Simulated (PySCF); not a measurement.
# Cl4Ge: the cost of one run

Programs: PySCF 2.14.0, with routines of our own; each step states its level. All values are computed. Atoms count from 0.

### 1 The starting structure

5 atoms, charge 0, multiplicity 1; geometry from: GFN2-xTB.

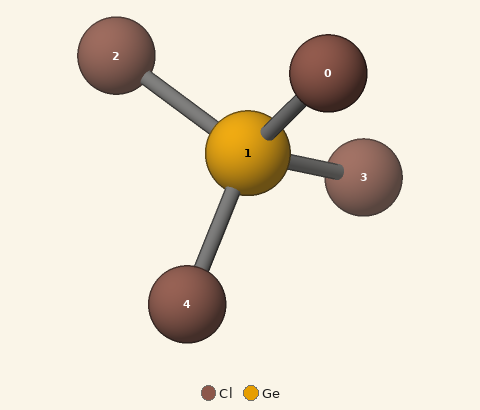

The starting geometry (chlorine brown, germanium amber).

### 2 Optimising the geometry at PBE0-D3(BJ)/def2-SVP

The job: settings as JSON, then the geometry in Å.

```
{"job": {"xc": "PBE0", "basis": "def2-SVP", "d3": "d3bj", "grid": 1, "maxiter": 30, "shake": 0.01, "kind": "geom"}, "charge": 0, "multiplicity": 1}
Cl     1.034410     1.254340    -1.365200
Ge    -0.003910    -0.003940    -0.005420
Cl    -1.390370    -1.233420    -1.074760
Cl     1.453320    -1.222480     1.000310
Cl    -1.059890     1.171520     1.407180
```

Run with:

```console
> OMP_NUM_THREADS=1 python heavy_run.py task.json out
```

This one command runs all jobs of the session in turn.

Q: Estimate the wall time and peak memory of this first job on 1 thread of Intel Xeon Platinum 8488C, shared host.

About 26 s, with a peak of 0.44 GiB.
